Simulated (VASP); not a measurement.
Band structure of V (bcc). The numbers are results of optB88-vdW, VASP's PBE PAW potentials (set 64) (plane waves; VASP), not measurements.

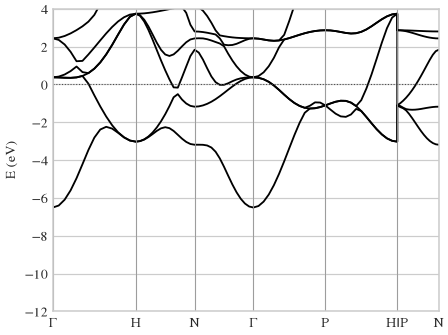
*Bands along high-symmetry lines, zero at the valence-band maximum or, without a gap, the Fermi level*

Task: Read the plot: is there a gap, and where are the band edges?

Result: It has no gap at this level: it comes out as a metal or semimetal. (Edges off the drawn lines would not show.)

The compound is V in the bcc structure. It was relaxed first. The run is not spin-polarised, so no magnetic state was tried.
